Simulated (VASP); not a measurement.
Band structure of BaTiO₃ (space group Amm2). Computed with r2SCAN+rVV10, VASP's PBE PAW potentials (set 64) (plane waves; VASP).

Unless said otherwise, spin-orbit coupling is left out, though it shifts the bands of the heavy elements here.

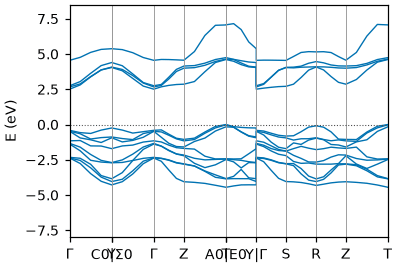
Fig. 1. Bands along high-symmetry lines, zero at the valence-band maximum or, without a gap, the Fermi level

Task: Read the plot: is there a gap, and where are the band edges?

Result: The gap is indirect, 2.51 eV, from the valence maximum at T to the conduction minimum at Γ.

The structure comes from a measured BaTiO3 entry (Amm2) of the Crystallography Open Database, whose conditions weren't checked. It was relaxed first.
